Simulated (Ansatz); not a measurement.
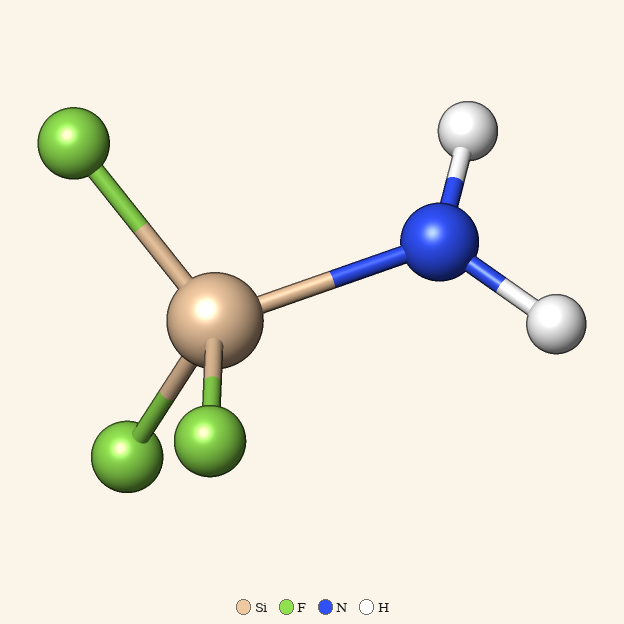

Harmonic vibrations computed with RKS PBE0-D4/def2-TZVP (Ansatz 0.2.0) at a stationary point of the same level.

Minimum or transition state?

A minimum: no imaginary frequency, and the lowest mode lies at 92 cm⁻¹.

List the wavenumbers.

15 modes: 92, 237, 291, 310, 344, 370, 392, 781, 804, 970, 1006, 1017, 1580, 3635, 3730 cm⁻¹.
